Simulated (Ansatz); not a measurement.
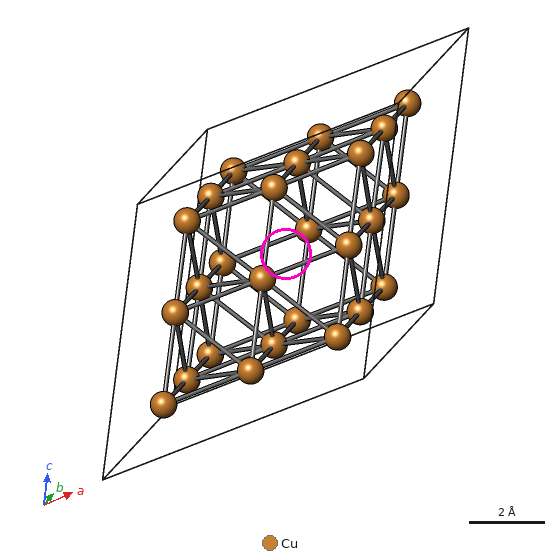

Drawn in the ball-and-stick manner and seen slightly off an axis. Thin lines show the supercell, with boundary atoms drawn in all their periodic places. The host is Cu, in a cell of 27 sites, and the cell is neutral. A ring marks the defect's site.

> Which defect is modelled here, and what are its neighbours?

A copper vacancy. Around the empty site lie twelve Cu at about 2.5 Å.

The atoms were relaxed in the host's cell with DFT PBE, scalar-relativistic, plane waves, PAW (Ansatz).
